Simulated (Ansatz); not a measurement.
AlV2C, pressure series

The reference is AlV2C (space group P6_3/mmc, No. 194; a = 2.885 Å, c = 13.117 Å).

Cell and atoms are relaxed at each pressure.

Level of theory: r2SCAN (Ansatz, an electronic-structure program, PAW, spin-orbit coupling left out).

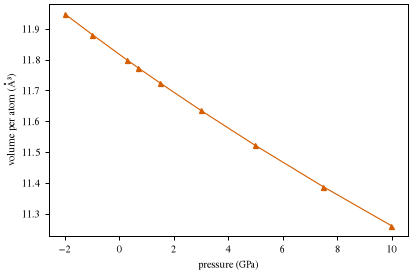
Figure: Volume against pressure

Q: Estimate the zero-pressure bulk modulus from the plot.

A: About 190 GPa; a third-order Birch–Murnaghan fit to the points gives V₀ = 11.82 Å³/atom, B₀ = 186 GPa and B₀′ = 4.4.

Load acts through the strain it causes; cell and atoms are relaxed under it. Stability against distortions was not tested. Competing high-pressure phases were not computed. Starting moments died away, wholly or in part, for the base; another magnetic solution may exist. The final runs are not spin-polarised.
